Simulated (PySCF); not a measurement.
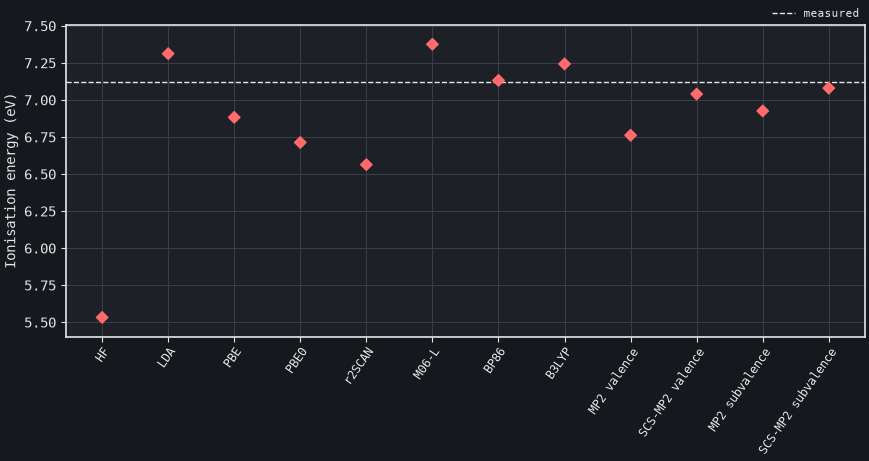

The ionisation energy of an atom or ion with 43 electrons in the configuration [Kr] 4d⁵ 5s² by several methods. PySCF, aug-cc-pwCVTZ-PP with a 28-electron core potential, unrestricted single determinants, no spin-orbit coupling. Methods marked “valence” freeze 8 core electrons; methods marked “subvalence” freeze no core electrons.

Q: Name the element and charge.

A: Neutral technetium. The values run from 5.53 eV (HF) to 7.38 eV (M06-L). The measured value is 7.12 eV; nearest to it come BP86 (+0.01) and SCS-MP2 subvalence (−0.04), furthest HF (−1.59 eV).
